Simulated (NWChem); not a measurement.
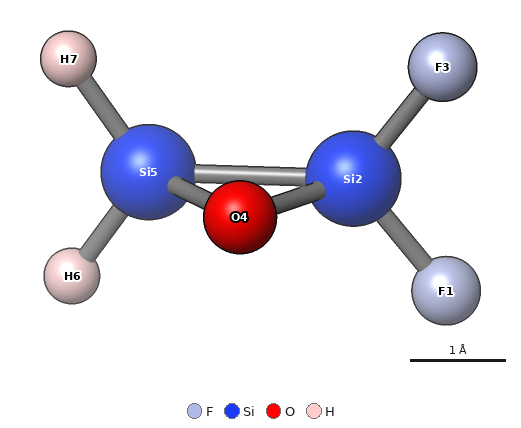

Fig. 1: The structure (ball-and-stick view, seen at a tilt; atoms are numbered from 1 in the order of the input).

Single-point calculation, with input and output: Si2H2OF2 (charge +1)

Si2H2OF2, charge +1, multiplicity 2, computed with SVWN5/def2-SVP, UKS (NWChem 7.3.0).

The geometry is that of the parent species in another charge or spin state. The geometry comes from this level: PBE0-D4/def2-TZVP.

**The program's output**
```
E = -23139.668496 eV
```

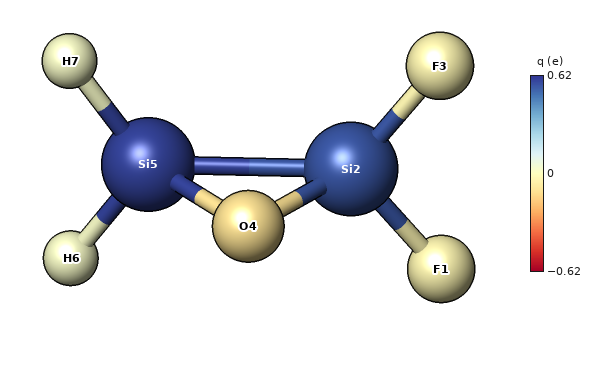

Fig. 2: Löwdin charges, as the colour of each atom (ball-and-stick view, seen at a tilt; atoms are numbered from 1 in the order of the input). By element: F −0.03, Si +0.55 to +0.59, O −0.11 and H +0.02 e.

The run was set up as follows.

**The input**
```python
from ase import Atoms
from ase.calculators.nwchem import NWChem

molecule = Atoms('FSiFOSiHH', positions=[
    [0.424200, -1.612100, 1.693800],
    [0.037900, -1.026000, 0.280100],
    [-0.194200, -2.288000, -0.639100],
    [1.103500, 0.077900, -0.322100],
    [-0.304800, 1.058600, -0.232800],
    [-0.202300, 2.188800, 0.720000],
    [-0.802800, 1.532800, -1.545500],
])

calc = NWChem(
    label='f2h2osi2',
    theory='dft',
    memory='2200 mb',
    basis='def2-SVP',
    basispar='spherical bse',
    charge=1,
    dft={'xc': 'slater vwn_5', 'mult': '2', 'grid': 'xfine', 'convergence': 'energy 1e-08', 'iterations': '100', 'mulliken': None, 'print': 'low'},
    task='energy',
)
molecule.calc = calc

e = molecule.get_potential_energy()
print(f"E = {e:.6f} eV")
```

**File f2h2osi2.nwi**
```
title "f2h2osi2"

permanent_dir f2h2osi2

scratch_dir f2h2osi2

start f2h2osi2

geometry units angstrom nocenter noautosym noautoz
  F  4.2420000000000002e-01 -1.6121000000000001e+00 1.6938000000000000e+00
  Si 3.7900000000000003e-02 -1.0260000000000000e+00 2.8010000000000002e-01
  F  -1.9420000000000001e-01 -2.2879999999999998e+00 -6.3910000000000000e-01
  O  1.1034999999999999e+00 7.7899999999999997e-02 -3.2210000000000000e-01
  Si -3.0480000000000002e-01 1.0586000000000000e+00 -2.3280000000000001e-01
  H  -2.0230000000000001e-01 2.1888000000000001e+00 7.1999999999999997e-01
  H  -8.0279999999999996e-01 1.5327999999999999e+00 -1.5455000000000001e+00
end

charge 1

memory 2200 mb

basis spherical bse noprint
   * library def2-SVP
end

dft
  xc slater vwn_5
  mult 2
  grid xfine
  convergence energy 1e-08
  iterations 100
  mulliken
  print low
end

task dft energy
```

Command:
```bash
export ASE_NWCHEM_COMMAND="nwchem PREFIX.nwi > PREFIX.nwo"
python run.py
```

**Summary**

```json
{"quantity": "outcome", "value": "converged"}
{"quantity": "total energy", "value": "−850.367140 hartree"}
{"quantity": "⟨S²⟩", "value": "0.751"}
{"quantity": "hardware", "value": "1 thread of AMD EPYC (Zen 5), 32 GiB of memory available, shared host"}
{"quantity": "wall time", "value": "16 s"}
{"quantity": "peak memory", "value": "0.14 GiB"}
```
